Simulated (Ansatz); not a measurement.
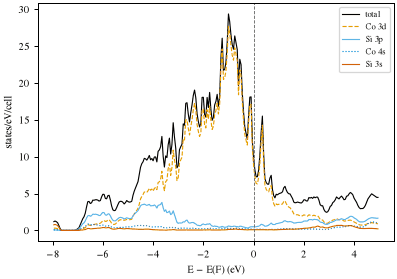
Fig. 1. Total and projected density of states of Co2Si in space group Pnma (No. 62; Co on 4c, Co on 4c, Si on 4c), plane-wave PAW PBE (Ansatz code)

Q: Which orbitals carry the states next to the Fermi level?

A: Within 0.5 eV of the Fermi level: Co 3d 92 %. Projections are on Löwdin-orthogonalised atomic valence shells; empty p or d shells of many metals are not among them.

Q: Where is the tallest occupied peak in this window, and what makes it?

A: Near -1.0 eV, about 29 states/eV per cell; the largest projected share is Co 3d.

The PBE relaxation kept the symmetry of its start. Magnetic state: ferromagnetic, the only order run, not a proven ground state.

Potentials: the earlier of the program's two PAW sets.
